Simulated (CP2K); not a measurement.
# CH3Al (SMILES C[Al]): GFN1-xTB

Aim: the vertical ionisation energy of CH3Al at GFN1-xTB, from 2 runs. 

The results are computed with CP2K 2026.2.

6 further runs of the same task are left out: 6 set aside as unsound or not needed.

### Step 1. The system as given

CH3Al has 5 atoms, charge 0, and is taken as a singlet. As SMILES, `C[Al]`. The shape is that of a PBE0-D4/def2-TZVP optimisation.

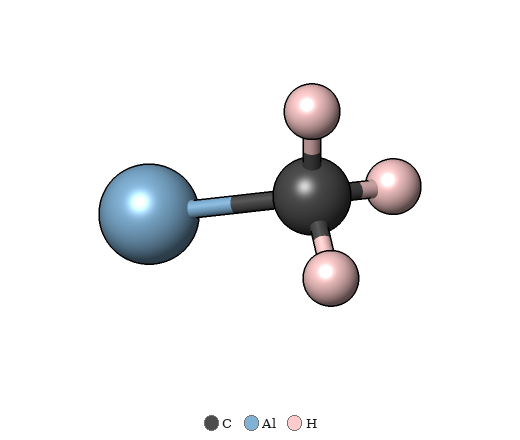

The structure, seen from a chosen angle (carbon dark grey, aluminium light blue, hydrogen pink).

### Step 2. The energy at GFN1-xTB

Input file gas.inp:

```
&FORCE_EVAL
  METHOD Quickstep
  &DFT
    &QS
      METHOD XTB
      EPS_DEFAULT 1.0E-10
      &XTB
        GFN_TYPE TBLITE
        &TBLITE
          METHOD GFN1
        &END TBLITE
        CHECK_ATOMIC_CHARGES F
      &END XTB
    &END QS
    &POISSON
      PERIODIC NONE
      POISSON_SOLVER ANALYTIC
    &END POISSON
    &SCF
      SCF_GUESS ATOMIC
      EPS_SCF 1.0E-07
      MAX_SCF 150
      ADDED_MOS 2
      &DIAGONALIZATION
        ALGORITHM STANDARD
      &END DIAGONALIZATION
      &MIXING
        METHOD DIRECT_P_MIXING
        ALPHA 0.4
      &END MIXING
      &SMEAR ON
        METHOD FERMI_DIRAC
        ELECTRONIC_TEMPERATURE [K] 300
      &END SMEAR
    &END SCF
    &PRINT
      &MOMENTS
        PERIODIC F
        REFERENCE COM
        MAX_MOMENT 1
      &END MOMENTS
      &MO ON
        ENERGIES T
        OCCUPATION_NUMBERS T
        NDIGITS 6
        &EACH
          QS_SCF 0
        &END EACH
        ADD_LAST NUMERIC
      &END MO
      &HIRSHFELD OFF
      &END HIRSHFELD
    &END PRINT
  &END DFT
  &SUBSYS
    &CELL
      ABC 14.6 13.8 13.8
      PERIODIC NONE
    &END CELL
    &COORD
      SCALED T
      C    0.47159247   0.51171014   0.48590435
      Al   0.58829863   0.56582246   0.43509058
      H    0.46477603   0.43417754   0.46954420
      H    0.46653219   0.51949275   0.56490942
      H    0.41170137   0.54818478   0.45450797
    &END COORD
  &END SUBSYS
&END FORCE_EVAL

&GLOBAL
  PROJECT_NAME gas
  RUN_TYPE ENERGY
  PRINT_LEVEL MEDIUM
&END GLOBAL
```

Command:

```sh
$ OMP_NUM_THREADS=1 cp2k.psmp gas.inp > gas.out
```

The program printed, cut to the lines that bear on the results:

```text
CP2K| version string:                                       CP2K version 2026.2
[...]
 GLOBAL| Method name                                                        CP2K
[...]
 GLOBAL| Run type                                                         ENERGY
[...]
                             - Atoms:                                          5
[...]
                             - Spherical basis functions:                     19
[...]
 Number of electrons:                                                         10
[...]
  *** SCF run converged in     9 steps ***
[...]
  Fermi energy:                                                -0.16690200537263
[...]
 TB_DIPOLE| Moment [Debye]          1.75663053       0.76985540      -0.72292609
 TB_DIPOLE| Derivative [a.u.]       0.00000000       0.00000000       0.00000000
[...]
 ENERGY| Total FORCE_EVAL ( QS ) energy [hartree]             -4.968913120107916
[...]
```

Wall time 1.3 s (1 thread of Intel Xeon at 2.70GHz, shared host); peak memory 0.19 GiB.

### Step 3. The doublet cation, same level

Input file mol.inp:

```
&GLOBAL
 PROJECT_NAME mol
 RUN_TYPE ENERGY
 PRINT_LEVEL MEDIUM
&END GLOBAL
&FORCE_EVAL
 METHOD Quickstep
 &DFT
  CHARGE 1
  MULTIPLICITY 2
  UKS T
  ! Quickstep
  &QS
   METHOD XTB
   EPS_DEFAULT 1.0E-10
   &XTB
    GFN_TYPE TBLITE
    &TBLITE
     METHOD GFN1
    &END TBLITE
    CHECK_ATOMIC_CHARGES F
   &END XTB
  &END QS
  &POISSON
   PERIODIC NONE
   POISSON_SOLVER ANALYTIC
  &END POISSON
  ! SCF settings
  &SCF
   SCF_GUESS ATOMIC
   EPS_SCF 1.0E-07
   MAX_SCF 150
   ADDED_MOS 2
   &DIAGONALIZATION
    ALGORITHM STANDARD
   &END DIAGONALIZATION
   &MIXING
    METHOD DIRECT_P_MIXING
    ALPHA 0.4
   &END MIXING
   &SMEAR ON
    METHOD FERMI_DIRAC
    ELECTRONIC_TEMPERATURE [K] 300
    FIXED_MAGNETIC_MOMENT 1.0
   &END SMEAR
  &END SCF
  &PRINT
   &MOMENTS
    PERIODIC F
    REFERENCE COM
    MAX_MOMENT 1
   &END MOMENTS
   &MO ON
    ENERGIES T
    OCCUPATION_NUMBERS T
    NDIGITS 6
    &EACH
     QS_SCF 0
    &END EACH
    ADD_LAST NUMERIC
   &END MO
   &HIRSHFELD OFF
   &END HIRSHFELD
  &END PRINT
 &END DFT
 ! atoms, cell and kinds
 &SUBSYS
  ! vacuum box
  &CELL
   ABC [angstrom] 14.6 13.8 13.8
   PERIODIC NONE
  &END CELL
  &COORD
   SCALED T
   C    0.47159247   0.51171014   0.48590435
   Al   0.58829863   0.56582246   0.43509058
   H    0.46477603   0.43417754   0.46954420
   H    0.46653219   0.51949275   0.56490942
   H    0.41170137   0.54818478   0.45450797
  &END COORD
 &END SUBSYS
&END FORCE_EVAL
```

Command:

```sh
$ OMP_NUM_THREADS=1 cp2k.psmp -i mol.inp > mol.out 2>&1
```

The program printed, cut to the lines that bear on the results:

```text
CP2K| version string:                                       CP2K version 2026.2
[...]
 GLOBAL| Method name                                                        CP2K
[...]
 GLOBAL| Run type                                                         ENERGY
[...]
                             - Atoms:                                          5
[...]
                             - Spherical basis functions:                     19
[...]
 Number of electrons:                                                          5
[...]
  *** SCF run converged in    11 steps ***
[...]
  Fermi energy:                                                -0.53701853359458
[...]
 TB_DIPOLE| Moment [Debye]         -0.07320696      -0.03207924       0.03013254
 TB_DIPOLE| Derivative [a.u.]       0.00000000       0.00000000       0.00000000
[...]
 ENERGY| Total FORCE_EVAL ( QS ) energy [hartree]             -4.493156625316986
[...]
```

It took 1.2 s on 1 thread of Intel Xeon at 2.70GHz, shared host; peak memory 0.19 GiB.

### Step 4. Summary of results

Level: GFN1-xTB.

| quantity | value |
| --- | --- |
| singlet CH3Al: total energy | -4.96891 Eh |
| singlet CH3Al: dipole moment (from atomic charges alone) | 2.05 D |
| singlet CH3Al: HOMO energy | -9.37 eV |
| singlet CH3Al: LUMO energy | -3.61 eV |
| singlet CH3Al: HOMO–LUMO gap | 5.76 eV |
| singlet CH3Al: dispersion energy | -2.64 kJ/mol |
| doublet cation: total energy | -4.49316 Eh |
| doublet cation: HOMO energy (highest over α and β) | -17.30 eV |
| doublet cation: LUMO energy (lowest over α and β) | -16.64 eV |
| doublet cation: dispersion energy | -2.64 kJ/mol |
| vertical ionisation energy (to the doublet cation) | 12.946 eV |

What this shows: Removing an electron at fixed nuclei costs 12.95 eV (299 kcal/mol). No empirical shift is applied, and without it xTB methods put this difference several eV too high. The dipole (singlet CH3Al) comes from point charges on the atoms alone, without atomic dipoles, so it is partial.
